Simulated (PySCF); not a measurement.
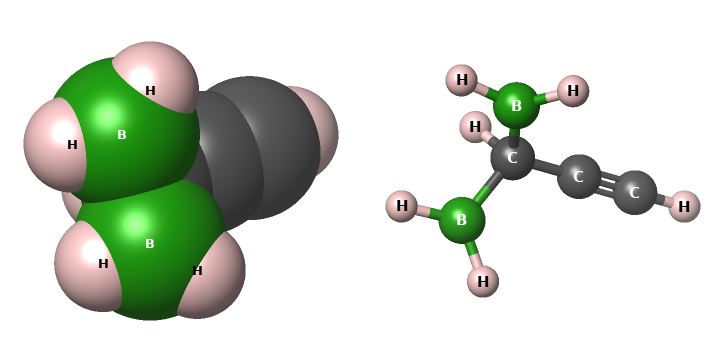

The same structure drawn twice, from different directions.

The geometry was computed by an optimisation with PBE0-D3(BJ)/def2-SVP. No frequency run is at hand to confirm it as a minimum.

**Count the atoms of each element.**

C₃H₆B₂, 11 atoms: 3 carbon, 6 hydrogen and 2 boron.

**Name some functional groups or characteristic bonds that it holds.**

Among them: alkyne, B–H bond.

**How many atoms are distinct by symmetry?**

8: 2 B, 1 C, 1 C, 1 C, 2 H, 2 H, 1 H, 1 H.

**Give the symmetry (Schoenflies symbol).**

Cs.

**What is its SMILES?**

BC(B)C#C

The parts below concern this one geometry. Atoms keep their numbers from picture to picture.

### Geometry

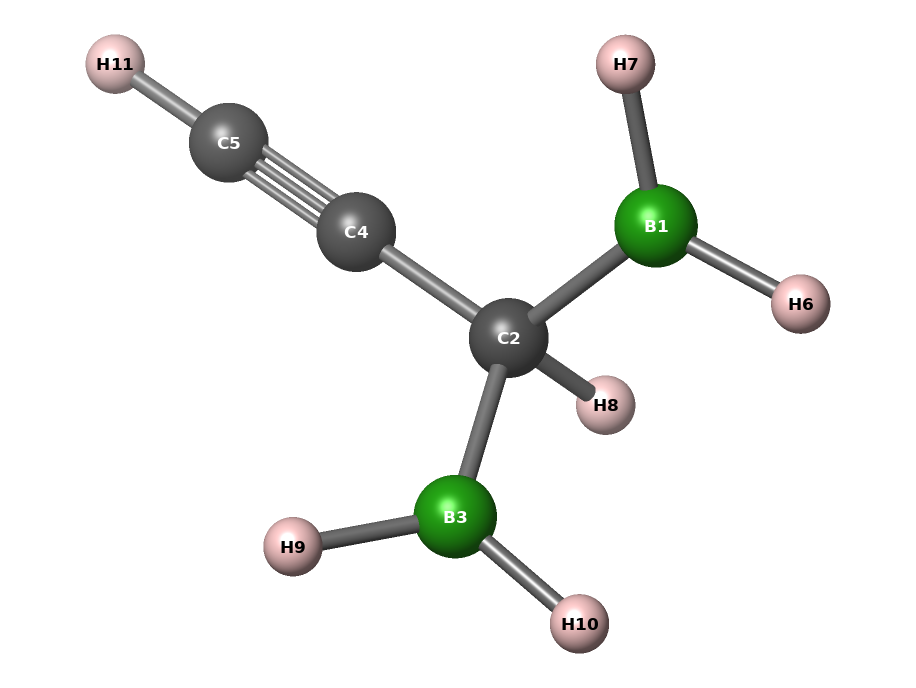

No frequency run is at hand to confirm it as a minimum.

**Describe the coordination of atom 1.**

B1 has 3 neighbours (C2 at 1.57, H6 at 1.21, H7 at 1.21 Å); the arrangement is trigonal planar.

**What is the geometry at C4?**

C4 has 2 neighbours (C2 at 1.45, C5 at 1.21 Å); the arrangement is linear.

**Describe the coordination of atom 5.**

C5 has 2 neighbours (C4 at 1.21, H11 at 1.07 Å); the arrangement is linear.

**What is the geometry at C2?**

C2 has 4 neighbours (B1 at 1.57, B3 at 1.57, C4 at 1.45, H8 at 1.12 Å); the arrangement is tetrahedral.

### NMR shielding

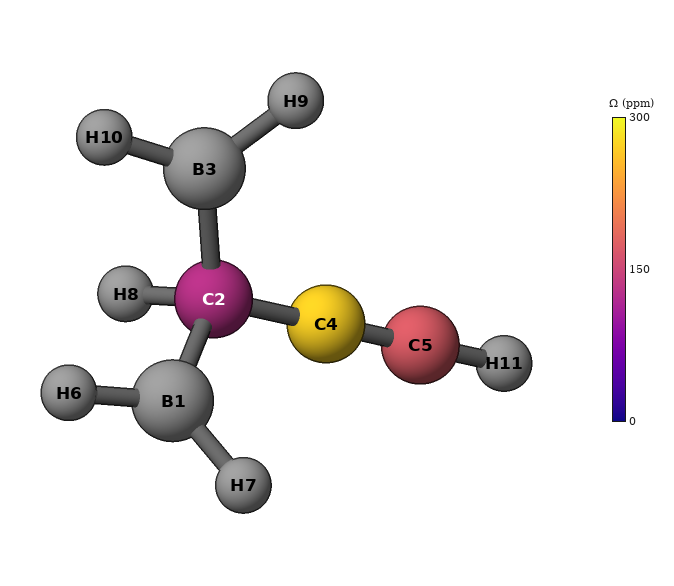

The C atoms are coloured by the span of their shielding tensor. No frequency run is at hand to confirm it as a minimum. Level of theory: GIAO PBE0/cc-pVDZ NMR shielding, non-relativistic, gas phase (PySCF 2.14.0). Principal shieldings σ11 ≤ σ22 ≤ σ33, span Ω = σ33 − σ11, skew κ = 3(σiso − σ22)/Ω.

**Which C atom has the most anisotropic shielding?**

C4, with a span of 272 ppm.

Give the shielding tensors of the C atoms.

```
atom   σ11    σ22    σ33   σiso      Ω      κ
  C2  64.6  135.8  194.6  131.7  129.9  −0.10
  C4  21.1   27.5  293.4  114.0  272.3   0.95
  C5  64.8   71.5  238.1  124.8  173.3   0.92
```

Shieldings and span in ppm.

### Dipole moment

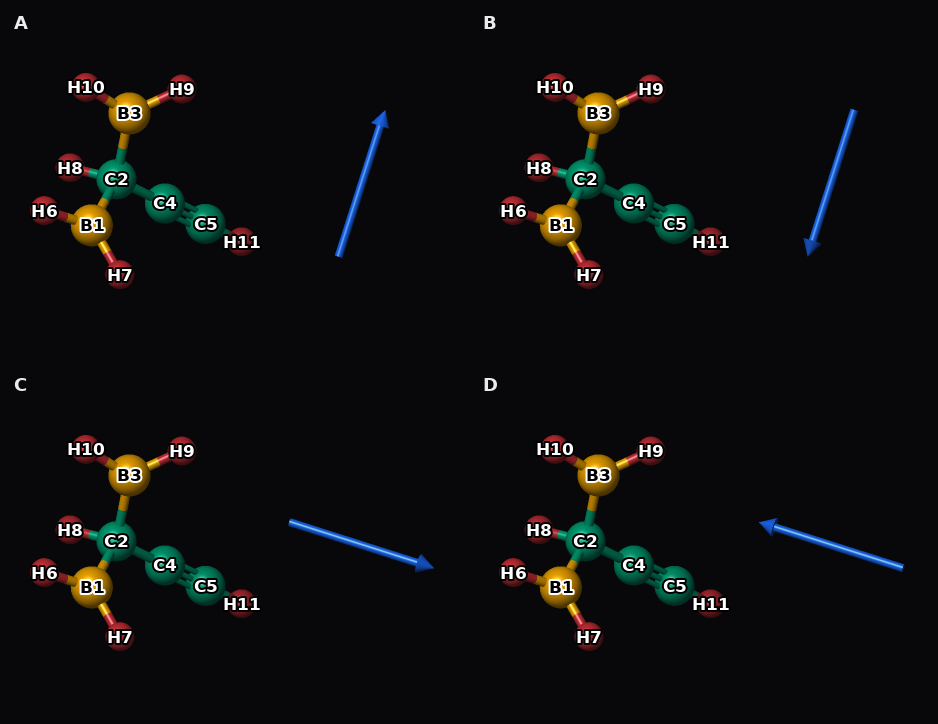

The same molecule four times, each with an arrow. No frequency run is at hand to confirm it as a minimum. Properties computed with PBE0/def2-TZVP, gas phase (PySCF 2.14.0).

**Which arrow points along the dipole moment, from the negative to the positive end?**

D. The dipole moment is 0.68 D; it points from the side of H11 to the side of H8, H10 (the outermost atoms at the two ends).

### Charges

The questions are on Hirshfeld charges. No frequency run is at hand to confirm it as a minimum. Level of theory: PBE0/6-31G*, gas phase (PySCF 2.14.0).

Give the Hirshfeld charges atom by atom.

```json
{"atom": "B1", "value (e)": "0.16"}
{"atom": "C2", "value (e)": "−0.11"}
{"atom": "B3", "value (e)": "0.16"}
{"atom": "C4", "value (e)": "−0.05"}
{"atom": "C5", "value (e)": "−0.14"}
{"atom": "H6", "value (e)": "−0.05"}
{"atom": "H7", "value (e)": "−0.05"}
{"atom": "H8", "value (e)": "0.08"}
{"atom": "H9", "value (e)": "−0.05"}
{"atom": "H10", "value (e)": "−0.05"}
{"atom": "H11", "value (e)": "0.10"}
```
